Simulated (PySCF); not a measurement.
**BH2Me: geometry, NMR shifts, electronic excitations, spin-spin couplings and core binding energies**

Aim: predict the NMR shifts, electronic excitations, spin-spin couplings and core binding energies of BH2Me (`[H]B([H])C`).

Computed with PySCF 2.14.0, with density-fitted response routines of our own, on a single molecule in the gas phase. Atoms are numbered from 0 throughout.

## Step 1: The molecule as given

7 atoms, charge 0, multiplicity 1; geometry from: GFN2-xTB.

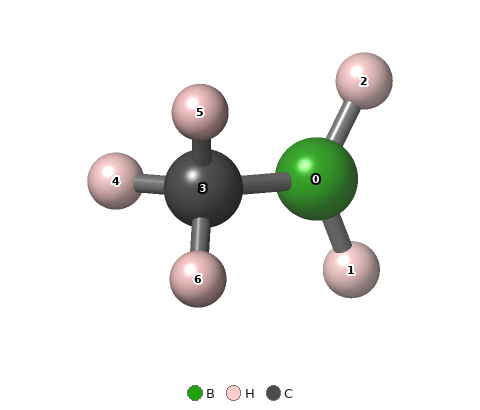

The starting geometry (boron green, hydrogen pink, carbon dark grey), atoms numbered.

## Step 2: Geometry optimisation at PBE0-D3(BJ)/def2-SVP

What the job is given:

```
{"job": {"xc": "PBE0", "basis": "def2-SVP", "d3": "d3bj", "grid": 1, "maxiter": 40, "kind": "geom"}, "charge": 0, "multiplicity": 1}
B      0.444840     0.781100     0.006260
H      1.614940     0.782320     0.008990
H     -0.129680     1.798100    -0.061390
C     -0.337160    -0.573970     0.039720
H     -0.405600    -0.929380    -0.991140
H     -1.358290    -0.496260     0.405500
H      0.170950    -1.361910     0.592050
```

Standard output:

```text
step   0  E = -65.79520403  max force = 0.022346
step   1  E = -65.79735600  max force = 0.003576
step   2  E = -65.79742190  max force = 0.002258
step   3  E = -65.79746997  max force = 0.001193
step   4  E = -65.79747570  max force = 0.000181
optimisation converged
```

Run time: 3.5 s. Hardware: 1 thread, shared host.

Relaxation path:

| step | energy from step 0 (eV) | largest force component (eV/Å) |
| --- | --- | --- |
| 0 | 0.0000 | 1.1491 |
| 1 | -0.0586 | 0.1839 |
| 2 | -0.0604 | 0.1161 |
| 3 | -0.0617 | 0.0613 |
| 4 | -0.0618 | 0.0093 |

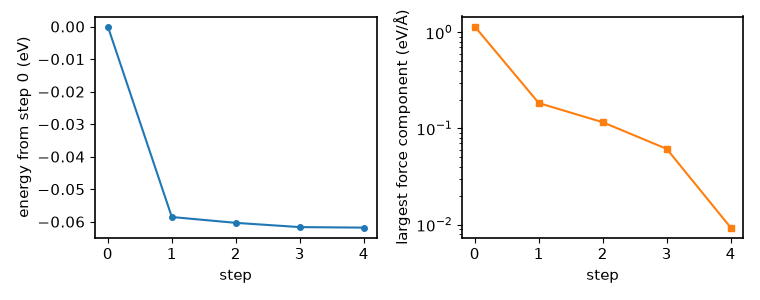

Energy and force, step by step.

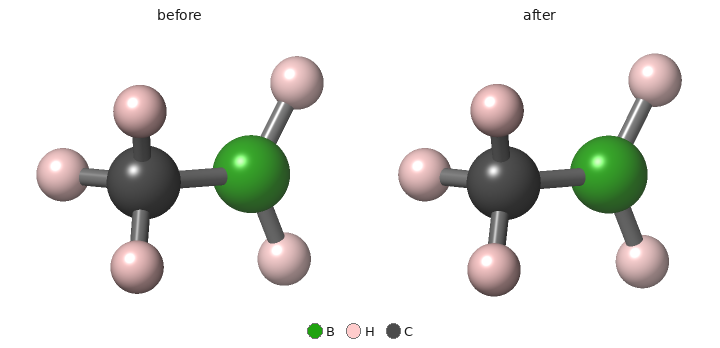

Before and after, at one scale.

Close pairs (by a distance rule), those that changed most:

| bond | before (Å) | after (Å) | change (Å) |
| --- | --- | --- | --- |
| B0–H1 | 1.170 | 1.212 | +0.042 |
| B0–H2 | 1.170 | 1.212 | +0.042 |
| C3–H4 | 1.093 | 1.113 | +0.020 |
| B0–C3 | 1.565 | 1.553 | -0.012 |
| C3–H6 | 1.088 | 1.100 | +0.012 |
| C3–H5 | 1.087 | 1.099 | +0.012 |

The end geometry stands in the next job.

| at the end point | value |
| --- | --- |
| rotational constants (GHz, main isotopes) | 94.359, 21.560, 19.633 |
| dipole moment (D) | 0.79 |

## Step 3: NMR shieldings: PBE0/pcSseg-1

What the job is given:

```
{"job": {"kind": "nmr", "xc": "PBE0", "basis": "pcSseg-1"}, "charge": 0, "multiplicity": 1}
B      0.433252     0.765192     0.012589
H      1.645368     0.775743    -0.006055
H     -0.147330     1.824123    -0.091015
C     -0.343731    -0.577831     0.074056
H     -0.381774    -0.885017    -0.994521
H     -1.387450    -0.509429     0.411482
H      0.181665    -1.392780     0.593454
```

With the program's defaults for keys left out, this is: GIAO PBE0/pcSseg-1 NMR shielding, non-relativistic, gas phase.

Standard output:

```text
coarse grid: 5272 points
cycle   1  E = -65.8016053904  dE = -1.477e-01  |g| = 2.837e-01  |ddm| = 1.971e+00
cycle   2  E = -65.8000790061  dE =  1.526e-03  |g| = 2.998e-01  |ddm| = 4.413e-01
cycle   3  E = -65.8237441271  dE = -2.367e-02  |g| = 1.311e-02  |ddm| = 2.283e-01
cycle   4  E = -65.8237932171  dE = -4.909e-05  |g| = 5.217e-03  |ddm| = 2.078e-02
cycle   5  E = -65.8238023319  dE = -9.115e-06  |g| = 9.288e-04  |ddm| = 6.112e-03
final grid: 49280 points
cycle   6  E = -65.8346343909  dE = -9.982e-06  |g| = 4.633e-03  |ddm| = 1.062e-02
cycle   7  E = -65.8346330593  dE =  1.332e-06  |g| = 5.231e-03  |ddm| = 7.280e-03
cycle   8  E = -65.8346400302  dE = -6.971e-06  |g| = 1.211e-04  |ddm| = 3.649e-03
cycle   9  E = -65.8346400345  dE = -4.254e-09  |g| = 4.492e-05  |ddm| = 1.574e-04
cycle  10  E = -65.8346400351  dE = -6.359e-10  |g| = 6.037e-06  |ddm| = 4.640e-05
converged SCF energy = -65.8346400351

GIAO shielding tensors (ppm)
atom      isotropic    diamagn.    paramagn.     s11        s22        s33       span
  0 B       10.406     192.135    -181.729    -69.532    -29.155    129.906    199.438
  1 H       23.454      28.869      -5.415     16.684     26.415     27.263     10.579
  2 H       23.420      28.828      -5.408     16.719     26.358     27.183     10.465
  3 C      165.464     252.256     -86.792    131.456    171.272    193.664     62.208
  4 H       30.812      29.570       1.242     26.286     29.764     36.386     10.099
  5 H       29.413      30.054      -0.642     26.377     27.907     33.954      7.577
  6 H       29.414      29.979      -0.564     26.259     27.963     34.021      7.762
```

It took 2.3 s on 1 thread, shared host.

Shifts follow as δ = σ(reference) − σ, with reference shieldings (ppm) from runs at the same level and on the same kind of geometry: ¹H TMS 31.27, ¹³C TMS 184.4, ¹¹B BF3·OEt2 100.7. The references are single molecules in the gas phase. Atoms listed in one row are averaged.

| atoms | environment | σ (ppm) | δ (ppm) |
| --- | --- | --- | --- |
| C3 | carbon bonded to B, 3 H | 165.5 | 18.9 |
| H1, H2 | hydrogen on a boron bonded to C | 23.44 | 7.83 |
| H4, H5, H6 | hydrogen on a carbon bonded to B | 29.88 | 1.39 |
| B0 | boron bonded to C, 2 H | 10.4 | 90.3 |

Charges from the same density, by scheme (e):

| atoms | Mulliken | IAO | Hirshfeld | ESP fit |
| --- | --- | --- | --- | --- |
| B0 | 0.14 | 0.08 | 0.17 | 0.52 |
| C3 | -0.53 | -0.57 | -0.19 | -0.49 |

Mulliken charges:

| atom | value (e) |
| --- | --- |
| B0 | 0.14 |
| H1 | -0.01 |
| H2 | -0.01 |
| C3 | -0.53 |
| H4 | 0.14 |
| H5 | 0.13 |
| H6 | 0.14 |

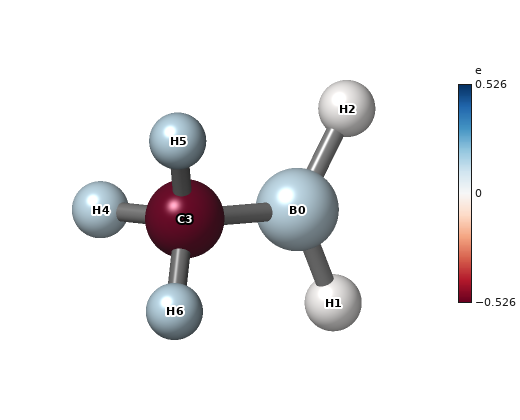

Mulliken charges, as colours on the atoms.

Mayer bond orders: B0–C3 1.06.

## Step 4: Excited states and response: CAM-B3LYP/def2-SVPD

The job, as its differences from that of step 3:

```diff
@@ -1,2 +1,2 @@
-{"job": {"kind": "nmr", "xc": "PBE0", "basis": "pcSseg-1"}, "charge": 0, "multiplicity": 1}
+{"job": {"kind": "uv", "xc": "CAM-B3LYP", "basis": "def2-SVPD", "ip": false, "nstates": 10}, "charge": 0, "multiplicity": 1}
 B      0.433252     0.765192     0.012589
```

Level: TDDFT CAM-B3LYP/def2-SVPD, vertical, gas phase, core orbitals frozen in the response.

Standard output:

```text
coarse grid: 5272 points
cycle   1  E = -65.8146873777  dE = -1.317e-01  |g| = 2.251e-01  |ddm| = 2.665e+00
cycle   2  E = -65.8217307661  dE = -7.043e-03  |g| = 1.721e-01  |ddm| = 4.297e-01
cycle   3  E = -65.8292603923  dE = -7.530e-03  |g| = 1.678e-02  |ddm| = 1.966e-01
cycle   4  E = -65.8293591021  dE = -9.871e-05  |g| = 2.128e-03  |ddm| = 3.757e-02
cycle   5  E = -65.8293609672  dE = -1.865e-06  |g| = 5.853e-04  |ddm| = 5.727e-03
final grid: 49280 points
cycle   6  E = -65.8435404843  dE = -9.618e-06  |g| = 2.329e-03  |ddm| = 2.079e-02
cycle   7  E = -65.8435408356  dE = -3.513e-07  |g| = 2.082e-03  |ddm| = 4.988e-03
cycle   8  E = -65.8435419198  dE = -1.084e-06  |g| = 5.229e-05  |ddm| = 2.134e-03
cycle   9  E = -65.8435419209  dE = -1.045e-09  |g| = 2.293e-05  |ddm| = 2.345e-04
cycle  10  E = -65.8435419211  dE = -1.885e-10  |g| = 2.787e-06  |ddm| = 3.638e-05
converged SCF energy = -65.8435419211

Static polarisability (au): isotropic 29.804, principal 25.659 29.931 33.822

Singlet excitations
state   eV       nm        f      main configurations
  1   5.8304    212.7   0.00023   H->L 0.98
  2   6.2808    197.4   0.00191   H-1->L 0.98
  3   8.6494    143.3   0.01919   H->L+1 0.97
  4   9.0831    136.5   0.00201   H-3->L 0.96
  5   9.1291    135.8   0.01889   H-1->L+1 0.55, H-2->L 0.39
  6   9.1619    135.3   0.12747   H-2->L 0.57, H-1->L+1 0.38
  7   9.5938    129.2   0.09623   H->L+2 0.94
  8  10.1590    122.0   0.24558   H-1->L+2 0.93
  9  10.5128    117.9   0.04428   H->L+3 0.95
 10  10.7052    115.8   0.13881   H->L+4 0.52, H-2->L+1 0.33

Triplet excitations (Tamm-Dancoff, eV): 5.1528 5.6510 8.1863 8.4485
```

Wall time 2.9 s (1 thread, shared host).

The orbitals next to the gap, with their largest atomic shares:

| orbital | eV | atoms |
| --- | --- | --- |
| HOMO−3 | -13.23 | C3 41 %, H5 17 %, H6 15 % |
| HOMO−2 | -12.75 | C3 48 %, H4 23 %, H6 11 % |
| HOMO−1 | -10.96 | C3 37 %, B0 36 %, H1 8 % |
| HOMO | -10.45 | B0 37 %, H2 20 %, H1 19 % |
| LUMO | -0.09 | B0 56 %, C3 14 %, H2 11 % |
| LUMO+1 | 1.25 | B0 63 %, C3 14 %, H4 6 % |
| LUMO+2 | 2.15 | C3 29 %, B0 21 %, H5 11 % |

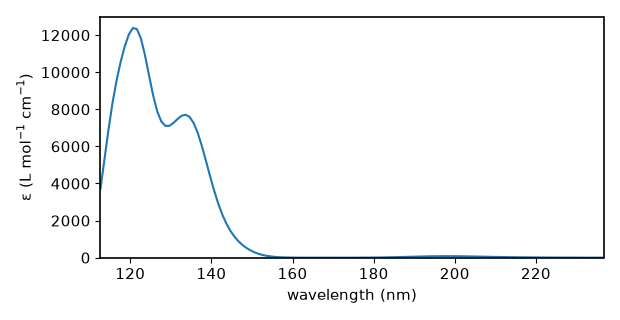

Absorption spectrum: each of the 10 states is a Gaussian band of 0.4 eV half-width at 1/e. Beyond the last state computed it falls off for lack of states.

Further results of this job:

| property | computed |
| --- | --- |
| dipole moment (D) | 0.69 |
| polarisability (Å³) | 4.42 |
| HOMO–LUMO gap (eV) | 10.36 |
| −ε(HOMO) (eV) | 10.45 |

## Step 5: Spin-spin couplings: B3LYP/pcJ-1

The job, as its differences from that of step 4:

```diff
@@ -1,2 +1,2 @@
-{"job": {"kind": "uv", "xc": "CAM-B3LYP", "basis": "def2-SVPD", "ip": false, "nstates": 10}, "charge": 0, "multiplicity": 1}
+{"job": {"kind": "j", "xc": "B3LYP", "basis": "pcJ-1"}, "charge": 0, "multiplicity": 1}
 B      0.433252     0.765192     0.012589
```

Level: B3LYP/pcJ-1 indirect spin-spin coupling, non-relativistic, gas phase.

Standard output:

```text
coarse grid: 5272 points
cycle   1  E = -65.9115600365  dE = -1.677e-01  |g| = 3.324e-01  |ddm| = 1.785e+00
cycle   2  E = -65.9025922341  dE =  8.968e-03  |g| = 3.811e-01  |ddm| = 5.074e-01
cycle   3  E = -65.9406673049  dE = -3.808e-02  |g| = 1.741e-02  |ddm| = 2.793e-01
cycle   4  E = -65.9407469957  dE = -7.969e-05  |g| = 6.736e-03  |ddm| = 2.461e-02
cycle   5  E = -65.9407620017  dE = -1.501e-05  |g| = 1.349e-03  |ddm| = 7.614e-03
cycle   6  E = -65.9407625089  dE = -5.072e-07  |g| = 1.034e-04  |ddm| = 1.244e-03
final grid: 49280 points
cycle   7  E = -65.9551440988  dE = -3.272e-05  |g| = 4.122e-03  |ddm| = 8.282e-03
cycle   8  E = -65.9551421057  dE =  1.993e-06  |g| = 4.951e-03  |ddm| = 5.943e-03
cycle   9  E = -65.9551481587  dE = -6.053e-06  |g| = 1.149e-04  |ddm| = 3.234e-03
cycle  10  E = -65.9551481607  dE = -1.919e-09  |g| = 2.690e-05  |ddm| = 8.263e-05
cycle  11  E = -65.9551481608  dE = -1.911e-10  |g| = 8.504e-06  |ddm| = 3.065e-05
converged SCF energy = -65.9551481608

Indirect spin-spin couplings (Hz)
  i      j    bonds     total        FC       PSO       DSO        SD
  0 B    1 H    1    134.379   135.226    -1.564     0.240     0.477
  0 B    2 H    1    134.602   135.447    -1.565     0.238     0.482
  0 B    3 C    1     50.609    53.080    -2.735     0.078     0.185
  0 B    4 H    2     -5.177    -5.524     0.311    -0.342     0.379
  0 B    5 H    2     -5.183    -4.538    -0.107    -0.583     0.046
  0 B    6 H    2     -4.933    -4.335    -0.082    -0.570     0.054
  1 H    2 H    2      6.352     6.432     1.844    -2.081     0.157
  1 H    3 C    2      5.504     5.941    -0.165    -0.293     0.021
  1 H    4 H    3     -1.697    -1.618     1.029    -1.148     0.041
  1 H    5 H    3     12.415    12.692     2.023    -2.297    -0.003
  1 H    6 H    3      6.631     6.726     0.449    -0.629     0.086
  2 H    3 C    2      5.570     5.998    -0.160    -0.297     0.028
  2 H    4 H    3     -1.787    -1.687     1.183    -1.311     0.027
  2 H    5 H    3      7.630     7.727     0.435    -0.620     0.087
  2 H    6 H    3     10.854    11.121     1.982    -2.250     0.001
  3 C    4 H    1    106.366   103.548     2.202     0.440     0.176
  3 C    5 H    1    134.917   132.706     1.571     0.402     0.238
  3 C    6 H    1    132.580   130.324     1.618     0.405     0.233
  4 H    5 H    2    -18.718   -19.030     2.873    -2.759     0.199
  4 H    6 H    2    -20.010   -20.346     2.802    -2.684     0.218
  5 H    6 H    2     -6.693    -6.917     3.299    -3.219     0.145
```

It took 3.7 s on 1 thread, shared host.

A choice of the couplings up to four bonds, sorted by the number of bonds, with means over like pairs; isotopes 11B, 13C, 1H:

| pair | bonds | J (Hz) | Fermi contact (Hz) |
| --- | --- | --- | --- |
| B0–H1 | 1 | 134.5 | 135.3 |
| C3–H4 | 1 | 124.6 | 122.2 |
| B0–C3 | 1 | 50.6 | 53.1 |
| H4–H5 | 2 | -15.1 | -15.4 |
| H1–H2 | 2 | 6.4 | 6.4 |
| H1–C3 | 2 | 5.5 | 6.0 |
| B0–H4 | 2 | -5.1 | -4.8 |
| H1–H4 | 3 | 5.7 | 5.8 |

Quadrupole couplings from the field gradients of the same density:

| atom | isotope | eQq/h (MHz) | η |
| --- | --- | --- | --- |
| B0 | 11B | 5.868 | 0.06 |

## Step 6: Nuclear shieldings: wB97X-D/pcSseg-1

The job, as its differences from that of step 5:

```diff
@@ -1,2 +1,2 @@
-{"job": {"kind": "j", "xc": "B3LYP", "basis": "pcJ-1"}, "charge": 0, "multiplicity": 1}
+{"job": {"kind": "nmr", "xc": "wB97X-D", "basis": "pcSseg-1", "pop": false}, "charge": 0, "multiplicity": 1}
 B      0.433252     0.765192     0.012589
```

With the program's defaults for keys left out, this is: GIAO wB97X-D/pcSseg-1 NMR shielding, non-relativistic, gas phase.

Standard output:

```text
coarse grid: 5272 points
cycle   1  E = -65.8890412288  dE = -1.116e-01  |g| = 2.031e-01  |ddm| = 1.932e+00
cycle   2  E = -65.8973226219  dE = -8.281e-03  |g| = 1.304e-01  |ddm| = 2.405e-01
cycle   3  E = -65.9014818757  dE = -4.159e-03  |g| = 1.713e-02  |ddm| = 8.890e-02
cycle   4  E = -65.9015926108  dE = -1.107e-04  |g| = 2.019e-03  |ddm| = 2.421e-02
cycle   5  E = -65.9015947174  dE = -2.107e-06  |g| = 4.834e-04  |ddm| = 4.735e-03
final grid: 49280 points
cycle   6  E = -65.9114597566  dE = -7.724e-05  |g| = 2.240e-03  |ddm| = 2.091e-02
cycle   7  E = -65.9114615704  dE = -1.814e-06  |g| = 5.999e-04  |ddm| = 4.615e-03
cycle   8  E = -65.9114617284  dE = -1.579e-07  |g| = 2.491e-04  |ddm| = 1.356e-03
cycle   9  E = -65.9114617541  dE = -2.569e-08  |g| = 4.378e-05  |ddm| = 4.324e-04
cycle  10  E = -65.9114617554  dE = -1.358e-09  |g| = 2.355e-05  |ddm| = 1.050e-04
cycle  11  E = -65.9114617557  dE = -2.929e-10  |g| = 5.470e-06  |ddm| = 3.526e-05
converged SCF energy = -65.9114617557

GIAO shielding tensors (ppm)
atom      isotropic    diamagn.    paramagn.     s11        s22        s33       span
  0 B       16.580     191.559    -174.979    -60.155    -20.657    130.551    190.706
  1 H       23.842      29.010      -5.168     17.437     26.694     27.394      9.957
  2 H       23.805      28.965      -5.160     17.469     26.634     27.313      9.844
  3 C      167.359     252.399     -85.040    135.371    172.537    194.169     58.798
  4 H       30.972      29.769       1.203     26.482     29.852     36.582     10.100
  5 H       29.652      30.209      -0.557     26.560     28.069     34.327      7.767
  6 H       29.649      30.136      -0.487     26.444     28.123     34.381      7.937
```

Wall time 1.6 s (1 thread, shared host).

This run: δ C3 17.2, B0 85.0, H1 7.56, H4 1.29 ppm (means over like atoms).

## Step 7: X-ray photoelectron lines: SCAN, X2C

The job, as its differences from that of step 6:

```diff
@@ -1,2 +1,2 @@
-{"job": {"kind": "nmr", "xc": "wB97X-D", "basis": "pcSseg-1", "pop": false}, "charge": 0, "multiplicity": 1}
+{"job": {"kind": "xps", "metal_2p": true}, "charge": 0, "multiplicity": 1}
 B      0.433252     0.765192     0.012589
```

With the program's defaults for keys left out, this is: delta-SCF UKS SCAN, pcX-2 on the ionised atom (unc-x2c-TZVPall on a metal), pcseg-1 elsewhere, spin-free X2C.

Standard output:

```text
ground state, core basis on atom 0 (B), 84 functions
  cycle   1  E = -65.87632345  |g| = 3.71e-01
  cycle   2  E = -65.85716703  |g| = 4.44e-01
  cycle   3  E = -65.91481197  |g| = 1.98e-02
  cycle   4  E = -65.91493291  |g| = 7.13e-03
  cycle   5  E = -65.91494731  |g| = 3.02e-03
  cycle   6  E = -65.91494948  |g| = 3.49e-04
  E(ground) = -65.91716485 Eh
hole in B 1s of atom 0
  cycle   1  E = -58.30197604  |g| = 1.14e+00
  cycle   2  E = -56.99370852  |g| = 1.74e+00
  cycle   3  E = -58.55487556  |g| = 4.67e-01
  cycle   4  E = -58.67827637  |g| = 1.59e-01
  cycle   5  E = -58.69115285  |g| = 3.67e-02
  cycle   6  E = -58.69187929  |g| = 8.17e-03
  cycle   7  E = -58.69193106  |g| = 3.09e-03
  cycle   8  E = -58.69194176  |g| = 1.37e-03
  cycle   9  E = -58.69194474  |g| = 7.10e-04
  cycle  10  E = -58.69194535  |g| = 1.29e-04
  E(ion) = -58.69470630 Eh   <S^2> = 0.7784   hole on atom = 1.000   binding energy = 196.533 eV
ground state, core basis on atom 3 (C), 84 functions
  cycle   1  E = -65.92273242  |g| = 5.67e-02
  cycle   2  E = -65.92270479  |g| = 1.76e-02
  cycle   3  E = -65.92270367  |g| = 1.78e-02
  cycle   4  E = -65.92278478  |g| = 9.08e-04
  cycle   5  E = -65.92278544  |g| = 3.26e-05
  E(ground) = -65.92328819 Eh
hole in C 1s of atom 3
  cycle   1  E = -54.69799099  |g| = 1.50e+00
  cycle   2  E = -54.30387703  |g| = 1.62e+00
  cycle   3  E = -55.22028309  |g| = 2.72e-01
  cycle   4  E = -55.24707352  |g| = 3.62e-02
  cycle   5  E = -55.24739534  |g| = 6.40e-03
  cycle   6  E = -55.24741877  |g| = 3.38e-03
  cycle   7  E = -55.24742671  |g| = 9.47e-04
  cycle   8  E = -55.24742810  |g| = 4.49e-04
  E(ion) = -55.24669138 Eh   <S^2> = 0.7657   hole on atom = 1.000   binding energy = 290.525 eV
```

It took 4 s on 1 thread, shared host.

The holes in one table. −ε is the ground-state orbital energy:

| hole | stands for | environment | ΔSCF (eV) | −ε (eV) | ⟨S²⟩ |
| --- | --- | --- | --- | --- | --- |
| B1s on B0 | B0 | boron bonded to C, 2 H | 196.53 | 180.3 | 0.778 |
| C1s on C3 | C3 | carbon bonded to B, 3 H | 290.52 | 273.1 | 0.766 |

## Step 8: Side by side: NMR shifts

Shifts (ppm), means over like atoms, with basis size and wall time:

| run | C3 | H1 | H4 | B0 | functions | time |
| --- | --- | --- | --- | --- | --- | --- |
| PBE0/pcSseg-1 | 18.9 | 7.83 | 1.39 | 90.3 | 59 | 2.3 s |
| wB97X-D/pcSseg-1 | 17.2 | 7.56 | 1.29 | 85.0 | 59 | 1.6 s |

## Step 9: Outcome

| quantity | value |
| --- | --- |
| rotational constants (main isotopes) | 94.36, 21.56, 19.63 GHz |
| ¹³C shifts against TMS (PBE0/pcSseg-1) | 18.9 ppm |
| ¹H shifts against TMS (PBE0/pcSseg-1, means over atoms taken as alike) | 7.83, 1.39 ppm |
| ¹¹B shifts against BF3·OEt2 (PBE0/pcSseg-1) | 90.3 ppm |
| lowest singlet (CAM-B3LYP/def2-SVPD) | 5.83 eV (213 nm), f = 0.000 |
| brightest single state of those computed | state 8, 10.16 eV, f = 0.246 |
| lowest triplet | 5.15 eV |
| largest coupling of the table (B3LYP/pcJ-1) | ¹J(B,H) B0–H1, 134.5 Hz |
| B1s binding energies, SCAN/pcX-2 | B0 196.53 eV |
| C1s binding energies, SCAN/pcX-2 | C3 290.52 eV |
| range of the shift of B0 | 85.0 to 90.3 ppm |

What this shows: Over 4 steps the energy fell by 0.062 eV; of the close pairs, B0–H1 changed most, 1.170 to 1.212 Å. At PBE0/pcSseg-1: The widest tensor belongs to B0: span 199 ppm, with a paramagnetic part of -182 ppm. The first singlet state (HOMO→LUMO 0.98) lies at 5.83 eV and is dark; of the 10 states computed, the strongest absorption comes from state 8 at 10.16 eV (the last state computed is bright too, and its partners may lie past the list). The lowest triplet lies 0.68 eV below the lowest singlet (triplets in Tamm-Dancoff, singlets in full TDDFT). In the run at B3LYP/pcJ-1, the largest coupling of the table is B0–H1 (mean over like pairs), 134.5 Hz, of which the Fermi-contact term gives 135.3 Hz. Across the 2 runs the shift of B0 moves most, between 85.0 (wB97X-D/pcSseg-1) and 90.3 ppm (PBE0/pcSseg-1).
